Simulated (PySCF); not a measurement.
# [Pr(NH3)2]3+: other functionals and bases at one geometry

Aim: see how levels, charges and forces of [Pr(NH3)2]3+ depend on the level of theory. It is a constructed species; whether it can be made isn't addressed.

Program: PySCF 2.14.0. Level of theory: several levels, as the steps say, no spin–orbit coupling. These are calculated values, not measurements.

3 further runs of the same task are left out: 2 for a known fault of the program, 1 that didn't finish.

## Step 1: Starting geometry

9 atoms, charge 3, spin multiplicity 1.

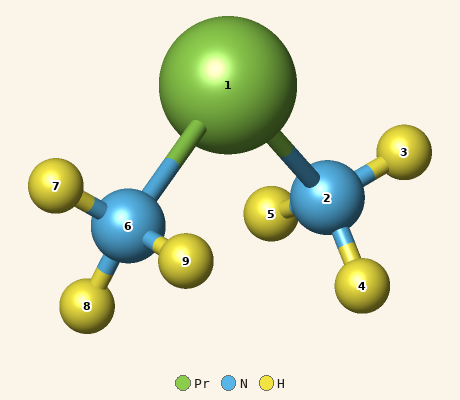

The structure; praseodymium green, nitrogen blue, hydrogen yellow; atoms are numbered from 1 in the order of the file.

As a file:

| atom | x (Å) | y (Å) | z (Å) |
| --- | --- | --- | --- |
| Pr1 | 1.17512 | -0.04668 | 0.00004 |
| N2 | -0.19702 | 0.00912 | 2.06627 |
| H3 | 0.27133 | 0.45983 | 2.89073 |
| H4 | -1.10998 | 0.52247 | 2.01221 |
| H5 | -0.48216 | -0.92484 | 2.45221 |
| N6 | -0.19709 | 0.00555 | -2.06639 |
| H7 | 0.26536 | -0.41631 | -2.90923 |
| H8 | -1.11622 | -0.49819 | -2.03323 |
| H9 | -0.47038 | 0.95839 | -2.41261 |

Formal oxidation states: Pr +3. Each metal's 2 4f electrons lie in its core potential, so multiplicities, spins and levels count the valence alone. An earlier session relaxed this geometry at PBE, Pr lcecp-1-SVP with ECP48, N def2-SVP, H def2-SVP (singlet, point group C1).

At PBE on the finer grid: E = -144.645784 Eh, HOMO -23.85 eV, LUMO -18.75 eV, Mulliken charge on Pr1 +2.07 e, largest force component 0.014 eV/Å. 

Levels to run: revPBE; TPSSh; BLYP; PBE0; PBE, TZVP. Hardware: 2 threads of Arm Neoverse V1, shared host.

## Step 2: revPBE

run.py (the lines that set the calculation)

```python
mol = gto.M(atom='''
Pr     1.17512    -0.04668     0.00004
N     -0.19702     0.00912     2.06627
H      0.27133     0.45983     2.89073
H     -1.10998     0.52247     2.01221
H     -0.48216    -0.92484     2.45221
N     -0.19709     0.00555    -2.06639
H      0.26536    -0.41631    -2.90923
H     -1.11622    -0.49819    -2.03323
H     -0.47038     0.95839    -2.41261''',
    basis={'Pr': 'lcecp-1-SVP', 'N': 'def2-SVP', 'H': 'def2-SVP'},
    ecp={'Pr': 'lcecp-1-SVP'},
    charge=3, spin=0)
mf = dft.RKS(mol, xc='PBE_R,PBE')
mf.grids.atom_grid = (75, 302)  # f atoms: unpruned, at least (60, 302)
mf = mf.density_fit()  # fitting sets: Pr AutoAux, N def2-universal-JKFIT, H def2-universal-JKFIT
mf.conv_tol = 1e-08; mf.max_cycle = 55
mf.kernel(dm0)  # dm0: the density of the relaxed state
```

Run with:

```
OMP_NUM_THREADS=2 python run.py
```

The log of the run:

```text
init E= -144.785354990485
  HOMO = -0.874984278944979  LUMO = -0.686781558716449  gap/eV = 5.12126
cycle= 1 E= -144.785558971568  delta_E= -0.000204  |g|= 0.0133  |ddm|= 0.0609
  HOMO = -0.877197755179219  LUMO = -0.687038159609964  gap/eV = 5.17451
cycle= 2 E= -144.785487141218  delta_E= 7.18e-05  |g|= 0.0225  |ddm|= 0.0256
  HOMO = -0.875097357779995  LUMO = -0.687010867464981  gap/eV = 5.11809
cycle= 3 E= -144.7855956044  delta_E= -0.000108  |g|= 0.00251  |ddm|= 0.0187
  HOMO = -0.875224122591746  LUMO = -0.686677522689932  gap/eV = 5.13061
cycle= 4 E= -144.785597693919  delta_E= -2.09e-06  |g|= 0.000355  |ddm|= 0.00363
  HOMO = -0.875259602852298  LUMO = -0.686762811903823  gap/eV = 5.12926
cycle= 5 E= -144.785597736991  delta_E= -4.31e-08  |g|= 1.49e-05  |ddm|= 0.000634
  HOMO = -0.87525938007917  LUMO = -0.686761183539862  gap/eV = 5.12930
cycle= 6 E= -144.78559773706  delta_E= -6.93e-11  |g|= 3.4e-06  |ddm|= 2.53e-05
  HOMO = -0.875259502353493  LUMO = -0.686761527457229  gap/eV = 5.12929
Extra cycle  E= -144.785597737061  delta_E= -2.56e-13  |g|= 3.13e-06  |ddm|= 7.43e-06
converged SCF energy = -144.785597737061
```

Run time: 4.8 s. Hardware: 2 threads of Arm Neoverse V1, shared host.

Result: E = -144.785598 Eh, HOMO -23.82 eV, LUMO -18.69 eV, Mulliken charge on Pr1 +2.09 e, largest force component 0.138 eV/Å. 

## Step 3: TPSSh

Changes to run.py (the lines that set the calculation) since step 2:

```diff
@@ -13,3 +13,3 @@
     charge=3, spin=0)
-mf = dft.RKS(mol, xc='PBE_R,PBE')
+mf = dft.RKS(mol, xc='TPSSH')
 mf.grids.atom_grid = (75, 302)  # f atoms: unpruned, at least (60, 302)
```

Run with:

```
OMP_NUM_THREADS=2 python run.py
```

The log of the run:

```text
init E= -144.783876417498
  HOMO = -0.902388998342981  LUMO = -0.663403295701798  gap/eV = 6.50313
cycle= 1 E= -144.78514868566  delta_E= -0.00127  |g|= 0.0243  |ddm|= 0.149
  HOMO = -0.897071726637092  LUMO = -0.671152321392393  gap/eV = 6.14758
cycle= 2 E= -144.784946826196  delta_E= 0.000202  |g|= 0.0399  |ddm|= 0.0764
  HOMO = -0.900443130552345  LUMO = -0.668881322732729  gap/eV = 6.30112
cycle= 3 E= -144.785358315264  delta_E= -0.000411  |g|= 0.00313  |ddm|= 0.037
  HOMO = -0.900012941926711  LUMO = -0.667815375563092  gap/eV = 6.31842
cycle= 4 E= -144.785361939495  delta_E= -3.62e-06  |g|= 0.000366  |ddm|= 0.00561
  HOMO = -0.900067994957649  LUMO = -0.667829301366368  gap/eV = 6.31954
cycle= 5 E= -144.785361966196  delta_E= -2.67e-08  |g|= 5.25e-05  |ddm|= 0.000306
  HOMO = -0.900067514137053  LUMO = -0.66783969629337  gap/eV = 6.31924
cycle= 6 E= -144.785361966993  delta_E= -7.98e-10  |g|= 9.78e-06  |ddm|= 8.7e-05
  HOMO = -0.900067660887852  LUMO = -0.667841455421128  gap/eV = 6.31920
Extra cycle  E= -144.785361967003  delta_E= -1.03e-11  |g|= 8.21e-06  |ddm|= 2.06e-05
converged SCF energy = -144.785361967003
```

It took 6.8 s on 2 threads of Arm Neoverse V1, shared host.

It gives: E = -144.785362 Eh, HOMO -24.49 eV, LUMO -18.17 eV, Mulliken charge on Pr1 +2.16 e, largest force component 0.325 eV/Å. 

## Step 4: BLYP

Changes to run.py (the lines that set the calculation) since step 3:

```diff
@@ -13,3 +13,3 @@
     charge=3, spin=0)
-mf = dft.RKS(mol, xc='TPSSH')
+mf = dft.RKS(mol, xc='BLYP')
 mf.grids.atom_grid = (75, 302)  # f atoms: unpruned, at least (60, 302)
```

Run with:

```
OMP_NUM_THREADS=2 python run.py
```

The log of the run:

```text
init E= -144.698800933906
  HOMO = -0.870704341099594  LUMO = -0.685822161273575  gap/eV = 5.03090
cycle= 1 E= -144.699253865625  delta_E= -0.000453  |g|= 0.0308  |ddm|= 0.107
  HOMO = -0.865652630359368  LUMO = -0.688878269809529  gap/eV = 4.81028
cycle= 2 E= -144.698554112723  delta_E= 0.0007  |g|= 0.0626  |ddm|= 0.0747
  HOMO = -0.870456409058741  LUMO = -0.687600731369804  gap/eV = 4.97576
cycle= 3 E= -144.699463629989  delta_E= -0.00091  |g|= 0.00244  |ddm|= 0.0531
  HOMO = -0.870188758224249  LUMO = -0.687542890411573  gap/eV = 4.97005
cycle= 4 E= -144.699465230143  delta_E= -1.6e-06  |g|= 0.000473  |ddm|= 0.00296
  HOMO = -0.870173989736385  LUMO = -0.687558907528207  gap/eV = 4.96921
cycle= 5 E= -144.699465291268  delta_E= -6.11e-08  |g|= 4.49e-05  |ddm|= 0.000516
  HOMO = -0.870169135721451  LUMO = -0.687555982951784  gap/eV = 4.96916
cycle= 6 E= -144.69946529176  delta_E= -4.91e-10  |g|= 6.43e-06  |ddm|= 4.46e-05
  HOMO = -0.870168240771137  LUMO = -0.687556554465864  gap/eV = 4.96912
Extra cycle  E= -144.699465291749  delta_E= 1.04e-11  |g|= 9.63e-06  |ddm|= 1.54e-05
converged SCF energy = -144.699465291749
```

It took 4.8 s on 2 threads of Arm Neoverse V1, shared host.

It gives: E = -144.699465 Eh, HOMO -23.68 eV, LUMO -18.71 eV, Mulliken charge on Pr1 +2.07 e, largest force component 0.221 eV/Å. 

## Step 5: PBE0

Changes to run.py (the lines that set the calculation) since step 4:

```diff
@@ -13,3 +13,3 @@
     charge=3, spin=0)
-mf = dft.RKS(mol, xc='BLYP')
+mf = dft.RKS(mol, xc='PBE0')
 mf.grids.atom_grid = (75, 302)  # f atoms: unpruned, at least (60, 302)
```

Run with:

```
OMP_NUM_THREADS=2 python run.py
```

The log of the run:

```text
init E= -144.640362179353
  HOMO = -0.931731962018768  LUMO = -0.648701012102381  gap/eV = 7.70166
cycle= 1 E= -144.642320757139  delta_E= -0.00196  |g|= 0.0218  |ddm|= 0.175
  HOMO = -0.927476816502236  LUMO = -0.65696971840753  gap/eV = 7.36087
cycle= 2 E= -144.642285310138  delta_E= 3.54e-05  |g|= 0.0274  |ddm|= 0.0621
  HOMO = -0.930202970586073  LUMO = -0.654980128075843  gap/eV = 7.48920
cycle= 3 E= -144.642471732691  delta_E= -0.000186  |g|= 0.00347  |ddm|= 0.0264
  HOMO = -0.929663413590331  LUMO = -0.654113606565576  gap/eV = 7.49809
cycle= 4 E= -144.642474525888  delta_E= -2.79e-06  |g|= 0.000308  |ddm|= 0.00396
  HOMO = -0.929682596265877  LUMO = -0.654158854377509  gap/eV = 7.49738
cycle= 5 E= -144.642474550231  delta_E= -2.43e-08  |g|= 5.9e-05  |ddm|= 0.000364
  HOMO = -0.929679918703401  LUMO = -0.654171914966466  gap/eV = 7.49695
cycle= 6 E= -144.642474551229  delta_E= -9.98e-10  |g|= 5.47e-06  |ddm|= 0.000103
  HOMO = -0.92967958184266  LUMO = -0.654172936432019  gap/eV = 7.49692
Extra cycle  E= -144.642474551237  delta_E= -7.59e-12  |g|= 4.51e-06  |ddm|= 1.38e-05
converged SCF energy = -144.642474551237
```

Run time: 4.4 s. Hardware: 2 threads of Arm Neoverse V1, shared host.

Result: E = -144.642475 Eh, HOMO -25.30 eV, LUMO -17.80 eV, Mulliken charge on Pr1 +2.17 e, largest force component 0.354 eV/Å. 

## Step 6: PBE, TZVP

Basis: Pr lcecp-1-TZVP with ECP48, N def2-TZVP, H def2-TZVP. 

Changes to run.py (the lines that set the calculation) since step 5:

```diff
@@ -10,6 +10,6 @@
 H     -0.47038     0.95839    -2.41261''',
-    basis={'Pr': 'lcecp-1-SVP', 'N': 'def2-SVP', 'H': 'def2-SVP'},
-    ecp={'Pr': 'lcecp-1-SVP'},
+    basis={'Pr': 'lcecp-1-TZVP', 'N': 'def2-TZVP', 'H': 'def2-TZVP'},
+    ecp={'Pr': 'lcecp-1-TZVP'},
     charge=3, spin=0)
-mf = dft.RKS(mol, xc='PBE0')
+mf = dft.RKS(mol, xc='PBE')
 mf.grids.atom_grid = (75, 302)  # f atoms: unpruned, at least (60, 302)
@@ -17,2 +17,2 @@
 mf.conv_tol = 1e-08; mf.max_cycle = 55
-mf.kernel(dm0)  # dm0: the density of the relaxed state
+mf.kernel(dm0)  # dm0: free metal ions and neutral atoms
```

Run with:

```
OMP_NUM_THREADS=2 python run.py
```

The log of the run:

```text
init E= -137.68846978619
  HOMO = -1.32024602516239  LUMO = -0.71876223483269  gap/eV = 16.36721
cycle= 1 E= -142.654746804912  delta_E= -4.97  |g|= 3.49  |ddm|= 2.14
  HOMO = -0.645764060978667  LUMO = -0.629266543283631  gap/eV = 0.44892
cycle= 2 E= -124.076271502354  delta_E= 18.6  |g|= 6.12  |ddm|= 6.78
  HOMO = -0.850325252729043  LUMO = -0.59149397238135  gap/eV = 7.04316
cycle= 3 E= -144.177583392836  delta_E= -20.1  |g|= 1.37  |ddm|= 7.03
  HOMO = -0.909115380593435  LUMO = -0.727658780100224  gap/eV = 4.93769
cycle= 4 E= -144.743720945636  delta_E= -0.566  |g|= 0.36  |ddm|= 2.39
  HOMO = -0.865151774500191  LUMO = -0.690715692344413  gap/eV = 4.74665
cycle= 5 E= -144.775992382353  delta_E= -0.0323  |g|= 0.11  |ddm|= 0.454
  HOMO = -0.870281411189066  LUMO = -0.683392764314485  gap/eV = 5.08550
cycle= 6 E= -144.778801645552  delta_E= -0.00281  |g|= 0.0267  |ddm|= 0.109
  HOMO = -0.873524566831343  LUMO = -0.685749114246557  gap/eV = 5.10963
cycle= 7 E= -144.778975923221  delta_E= -0.000174  |g|= 0.00623  |ddm|= 0.0283
  HOMO = -0.873275232356924  LUMO = -0.685448089336858  gap/eV = 5.11104
cycle= 8 E= -144.778982286281  delta_E= -6.36e-06  |g|= 0.00359  |ddm|= 0.00561
  HOMO = -0.873244923495327  LUMO = -0.685393815469552  gap/eV = 5.11169
cycle= 9 E= -144.778984795069  delta_E= -2.51e-06  |g|= 0.00112  |ddm|= 0.00251
  HOMO = -0.873231258270905  LUMO = -0.685377231709725  gap/eV = 5.11177
cycle= 10 E= -144.778985062994  delta_E= -2.68e-07  |g|= 0.000118  |ddm|= 0.000729
  HOMO = -0.873236625086349  LUMO = -0.685376303457011  gap/eV = 5.11194
cycle= 11 E= -144.778985066061  delta_E= -3.07e-09  |g|= 2.17e-05  |ddm|= 7.96e-05
  HOMO = -0.873241426238115  LUMO = -0.685376247517721  gap/eV = 5.11207
Extra cycle  E= -144.778985065898  delta_E= 1.63e-10  |g|= 3.54e-05  |ddm|= 3.36e-05
converged SCF energy = -144.778985065898
```

Wall time 12 s (2 threads of Arm Neoverse V1, shared host).

It gives: E = -144.778985 Eh, HOMO -23.76 eV, LUMO -18.65 eV, Mulliken charge on Pr1 +2.25 e, largest force component 0.319 eV/Å. 

## Step 7: Results

| level | state | HOMO (eV) | gap (eV) | charge on Pr1 (e) | dipole (D) | largest force (eV/Å) | basis functions | time |
| --- | --- | --- | --- | --- | --- | --- | --- | --- |
| PBE (relaxed here) | singlet | -23.85 | 5.10 | 2.07 | 3.35 | 0.01 | 91 | 9.9 s |
| revPBE | singlet | -23.82 | 5.13 | 2.09 | 3.30 | 0.14 | 91 | 4.8 s |
| TPSSh | singlet | -24.49 | 6.32 | 2.16 | 3.08 | 0.32 | 91 | 6.8 s |
| BLYP | singlet | -23.68 | 4.97 | 2.07 | 3.30 | 0.22 | 91 | 4.8 s |
| PBE0 | singlet | -25.30 | 7.50 | 2.17 | 3.04 | 0.35 | 91 | 4.4 s |
| PBE, TZVP | singlet | -23.76 | 5.11 | 2.25 | 3.36 | 0.32 | 145 | 12 s |

Times are on 2 threads of Arm Neoverse V1, shared host; the first row also made further properties. The dipole of a charged species depends on the origin, so these sizes hold for this origin alone.

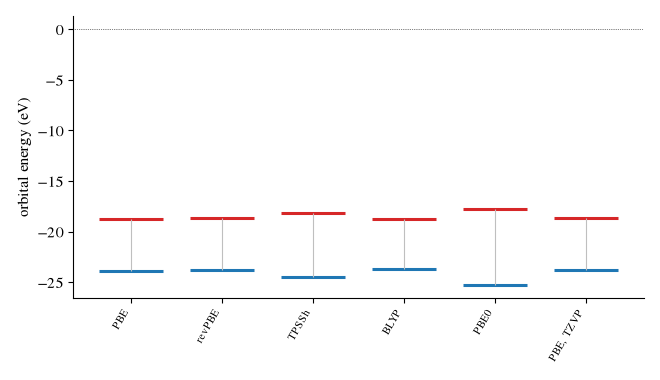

Highest filled and lowest empty level, method by method.

In one basis the HOMO–LUMO gap runs from 4.97 eV (BLYP) to 7.50 eV (PBE0). The largest leftover force, 0.35 eV/Å with PBE0, stands at a geometry relaxed at another level. The Mulliken charge on Pr spans +2.07 to +2.25 e over the levels. With 4f in the core, its levels are missing from HOMO and gap. Total energies of different levels can't be compared. Spin–orbit coupling is left out throughout.
